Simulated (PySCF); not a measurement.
# C3H4O3Si: what the fields show

Input file:

```
{"job": {"kind": "nmr", "xc": "PBE0", "basis": "pcSseg-1"}, "charge": 0, "multiplicity": 1}
O      2.524161    -0.929462     0.115302
C      1.753015    -0.014256     0.006849
C      0.422771    -0.104793    -0.635950
O     -0.211428     1.174992    -0.793154
C     -1.326798     1.085516    -0.032314
O     -2.126844     1.956677     0.122205
Si    -1.016910    -0.756547     0.533134
H      1.966534     0.985998     0.429799
H      0.492319    -0.613508    -1.599901
H     -1.836355    -1.787719    -0.088945
H     -0.635040    -0.994229     1.917011
```

Command:

```sh
OMP_NUM_THREADS=1 python probes_run.py task.json out
```

Geometry: GFN2-xTB.

All numbers below come from PBE0/pcSseg-1, SCF density, gas phase, non-relativistic (PySCF).

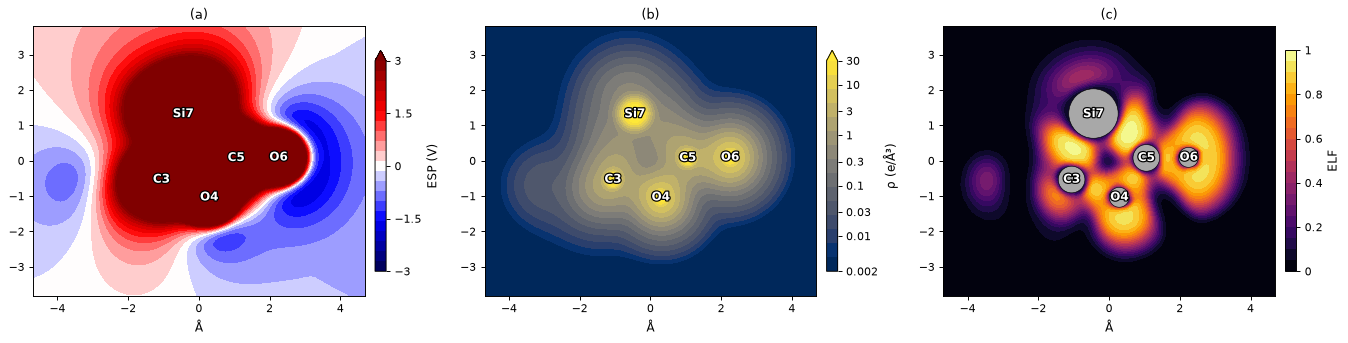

Figure 1. (a) electrostatic potential; (b) electron density; (c) electron localisation function on the plane of atoms O6, C5 and Si7. Grey discs cover the atomic cores in the ELF map.

Question: Interpret the plot.

Answer: The plane passes through C, O and Si nuclei. C–O (1.19 Å): the density is about 3.4 e/Å³ at the midpoint; the ELF peaks at about 0.85 between the atoms: a short, multiple covalent bond. C–Si (1.95 Å): ρ is about 0.86 e/Å³ halfway; the ELF peaks at about 0.95 between the atoms; a shared electron pair. C–O (1.35 Å): ρ at the midpoint is about 2.4 e/Å³, with its minimum of 2.1 e/Å³ about 0.5 Å from C; the ELF peaks at about 0.85 between the atoms (a shared but strongly polarised pair). The ELF also peaks beside O4 and O6, away from the bonds: lone-pair regions. Outside the dense part of the molecule the potential is most negative (−1.8 V) near O6.

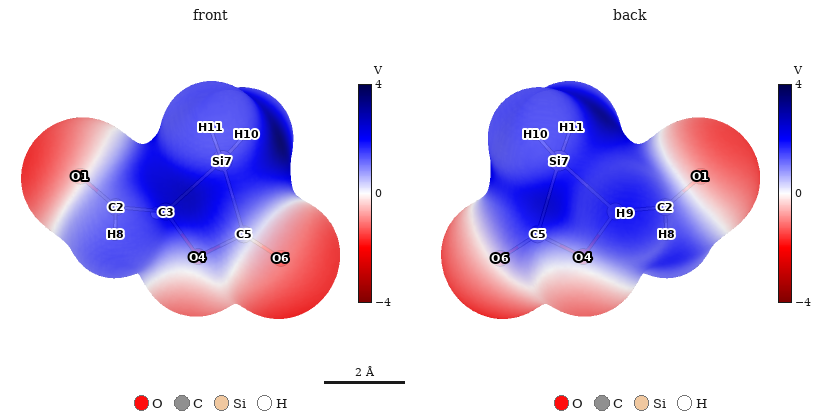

Figure 2. The electrostatic potential painted on the density surface at 0.004 e/bohr³, seen from the front and from behind; the colour scale runs from red (negative) to blue (positive).

Question: Describe the electrostatic potential map.

Answer: The most negative region (about −1.7 V, or −39 kcal/mol for a unit charge) lies over O6, the most positive (about +3.4 V, or +78 kcal/mol for a unit charge) over Si7. O6 is the likeliest acceptor of a hydrogen bond.

Question: How polar is the molecule by this calculation?

Answer: Its dipole moment is 2.66 D.
